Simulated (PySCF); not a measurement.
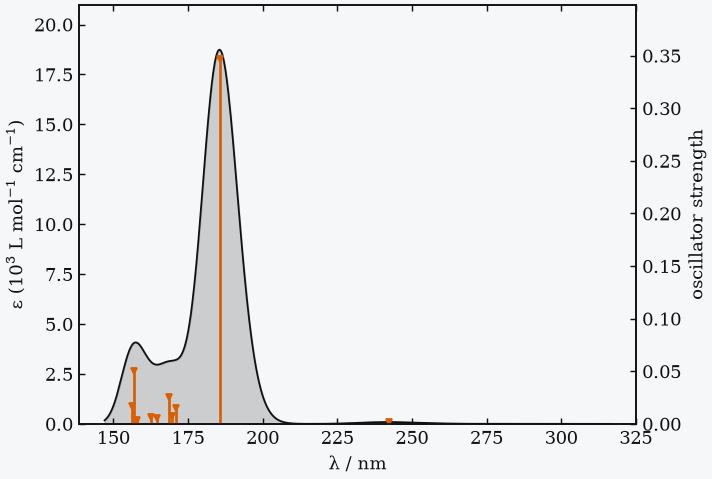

Vertical TDDFT excitations, CAM-B3LYP/def2-SVPD, PySCF 2.14.0, at a PBE0-D3(BJ)/def2-SVP geometry (no frequency check), gas phase. Only the first 10 singlet excitations are included; each is broadened by a Gaussian of 1/e half-width 0.30 eV. Sticks give oscillator strengths (right axis).

### Whose absorption spectrum is this?
A. C₃H₁₂NOPSi₂, SMILES C=C[P@@](C)(=O)N([SiH3])[SiH3]
B. C₆H₁₃NOSi, SMILES C/N=C/[C@@H]1COCC[SiH2]1
C. C₆H₇N₃O, SMILES Cc1nnc(C=O)c(C)n1

Option B. Its lowest singlet lies at 5.12 eV (f = 0.002) and the brightest of those computed is S2 at 6.68 eV (186 nm), f = 0.346, mainly HOMO−1 → LUMO (82 %).

Caveats: one conformer of a flexible molecule; core orbitals are frozen in the response.
